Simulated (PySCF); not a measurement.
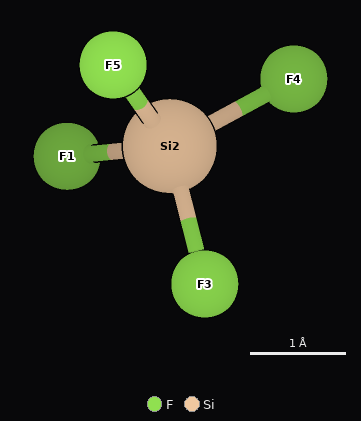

The structure (ball-and-stick view, seen at a tilt; atoms are numbered from 1 in the order of the input). Bond lengths as drawn: F–Si 1.59 Å.

Spin–spin coupling calculation of SiF$_{4}$

System: SiF$_{4}$, SMILES F[Si](F)(F)F.
Method: B3LYP/def2-TZVP indirect spin-spin coupling, non-relativistic, gas phase (PySCF 2.14.0).

The geometry comes from this level: PBE0-D3(BJ)/def2-SVP. Figures and captions count atoms from 1; the log counts them from 0 in places.

## Output
```
coarse grid: 5968 points
cycle   1  E = -689.1940672578  dE =  5.341e-01  |g| = 1.036e+00  |ddm| = 2.216e+00
cycle   2  E = -688.9634393968  dE =  2.306e-01  |g| = 1.671e+00  |ddm| = 1.188e+00
cycle   3  E = -689.3522999788  dE = -3.889e-01  |g| = 2.080e-02  |ddm| = 7.165e-01
cycle   4  E = -689.3523369861  dE = -3.701e-05  |g| = 9.062e-03  |ddm| = 1.840e-02
cycle   5  E = -689.3523461650  dE = -9.179e-06  |g| = 8.468e-04  |ddm| = 5.329e-03
final grid: 58344 points
cycle   6  E = -689.3564449246  dE = -3.735e-05  |g| = 2.660e-03  |ddm| = 1.216e-02
cycle   7  E = -689.3564438053  dE =  1.119e-06  |g| = 3.890e-03  |ddm| = 2.519e-03
cycle   8  E = -689.3564458441  dE = -2.039e-06  |g| = 1.778e-04  |ddm| = 1.537e-03
cycle   9  E = -689.3564458457  dE = -1.552e-09  |g| = 1.400e-04  |ddm| = 1.181e-04
cycle  10  E = -689.3564458483  dE = -2.638e-09  |g| = 2.471e-05  |ddm| = 6.104e-05
cycle  11  E = -689.3564458484  dE = -7.890e-11  |g| = 2.147e-06  |ddm| = 1.011e-05
```

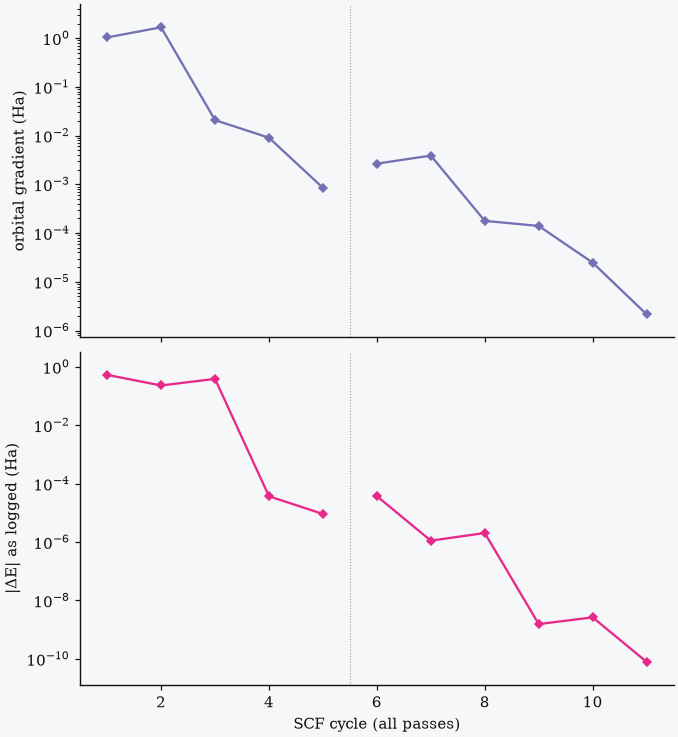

Convergence of the self-consistent field: orbital gradient and size of the energy change against the SCF cycle. The dotted line marks the change from a coarse to the final integration grid. The first 5 cycles use a coarse grid, the final grid takes over at cycle 6, and the field converges after 11 cycles in all.

```
converged SCF energy = -689.3564458484

Indirect spin-spin couplings (Hz)
  i      j    bonds     total        FC       PSO       DSO        SD
  0 F    1 Si   1    354.359   273.493    85.871    -0.561    -4.444
  0 F    2 F    2   -179.438   -78.319  -116.129    -1.195    16.204
  0 F    3 F    2   -180.196   -78.379  -116.902    -1.185    16.270
  0 F    4 F    2   -180.068   -77.866  -117.362    -1.176    16.336
  1 Si   2 F    1    354.604   273.720    85.892    -0.561    -4.447
  1 Si   3 F    1    355.103   274.191    85.925    -0.561    -4.451
  1 Si   4 F    1    354.243   273.390    85.860    -0.561    -4.445
  2 F    3 F    2   -180.374   -78.403  -117.092    -1.184    16.305
  2 F    4 F    2   -179.740   -77.874  -117.018    -1.182    16.334
  3 F    4 F    2   -179.501   -78.428  -116.060    -1.196    16.183
```

This output came from the following input.

## The input
```
{"job": {"kind": "j", "xc": "B3LYP", "basis": "def2-TZVP"}, "charge": 0, "multiplicity": 1}
F     -1.292355     0.078328    -0.909073
Si     0.002077     0.027383     0.005938
F      1.249322    -0.430203    -0.860640
F      0.279121     1.467820     0.609970
F     -0.229731    -1.009551     1.183407
```

The first line tells a small driver script what to run in PySCF; the rest is the geometry in Å.

Command:
```bash
OMP_NUM_THREADS=1 python <driver script> task.json out
```

## Results in brief

```tsv
quantity	value
outcome	converged
total energy	−689.356446 hartree
HOMO	−12.44 eV
LUMO	−0.19 eV
dipole moment	0.01 D
hardware	1 CPU thread, shared host
wall time	13 s
peak memory	0.66 GiB
```
